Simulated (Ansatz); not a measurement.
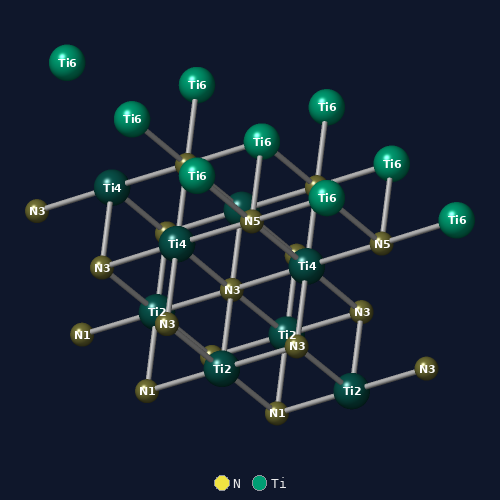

The system is O on a TiN(111) slab cut from the Fm-3m phase, its upper half relaxed before the scan (6 atoms of substrate and one adsorbate in a 1 × 1 cell); the picture shows it without the atoms that are moved over the map. O is moved over the surface cell; relaxed at each place: the height of the adsorbate's atoms and the top layer of the substrate; the origin of the map has the adsorbate above Ti6. Places are given modulo a cell vector. The map is drawn in real space over the plane of the surface. The grid has 6 × 6 points; 12 points were computed and 24 follow by symmetry. Energies are in eV, from the lowest grid point. With one adsorbate in each 1 × 1 cell, its nearest image is 3.0 Å away, so neighbouring adsorbates interact. The runs have no spin polarisation; a magnetic state may lie lower. Computed with DFT PBE, scalar-relativistic, plane waves, PAW (Ansatz). Settings: cutoff 420 eV, k-mesh 9×9×1, gaussian smearing 0.1 eV, no spin polarisation.

Range: position of O7 along the first surface vector from 0.000 to 0.833; position of O7 along the second surface vector from 0.000 to 0.833.

> What landscape does the calculation give?

The lowest grid point is at a threefold hollow over a third-layer Ti atom, (2/6, 4/6) of the cell vectors. A higher local minimum lies near a threefold hollow over a second-layer N atom, (4/6, 2/6) of the cell vectors (0.64 eV above the lowest at that grid point). The highest grid point, the top site over a surface Ti atom, (0/6, 0/6) of the cell vectors, lies 2.54 eV above the lowest. On the interpolated surface the easiest way out of the lowest well to the well at a threefold hollow over a second-layer N atom, (4/6, 2/6) of the cell vectors passes a barrier of about 0.78 eV. At the lowest point the adsorbate has 3 Ti at 1.97 Å as nearest neighbours, at the highest 1 Ti at 1.62 Å. Its relaxed height above the top atom is 1.08 Å at the lowest and 1.67 Å at the highest point.

```
second ↓, first →   0/6   1/6   2/6   3/6   4/6   5/6
              5/6  2.27  1.68  0.48  0.48  1.68  2.27
              4/6  0.87  0.48  0.00  0.48  0.87  0.72
              3/6  0.77  0.48  0.48  0.77  0.67  0.67
              2/6  0.87  1.68  0.87  0.67  0.64  0.67
              1/6  2.27  2.27  0.72  0.67  0.67  0.72
              0/6  2.54  2.27  0.87  0.77  0.87  2.27
```

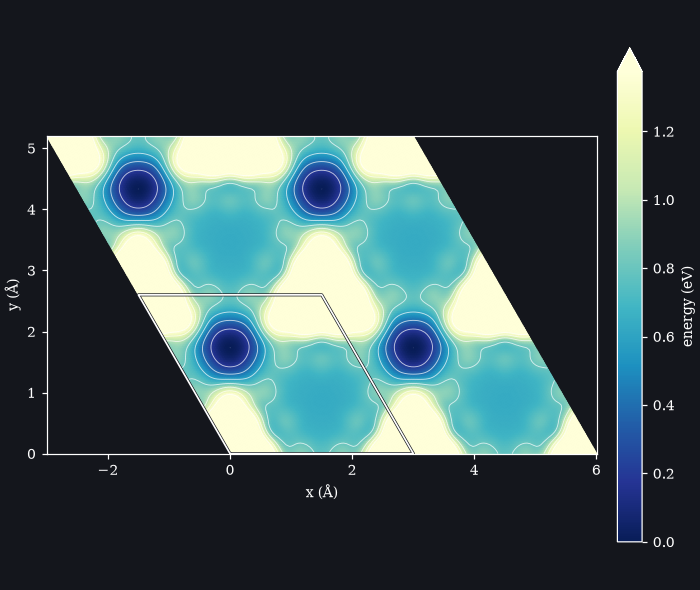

In the figure: a smooth colour map with a few white contour lines, the outline of one cell of the 2 × 2 shown, one colour for all values above the top of the scale. Between grid points the surface is interpolated.

Each point was launched as `ansatz run input.yaml --threads 2 --pin off --max-ram 6144MiB --backend cpu --events-out ev --progress --plain --runs-dir out`. Time for the 12 points that were run: 12 min on 2 threads of Arm Neoverse V2 (shared host).

PAW datasets: the set soft_1.
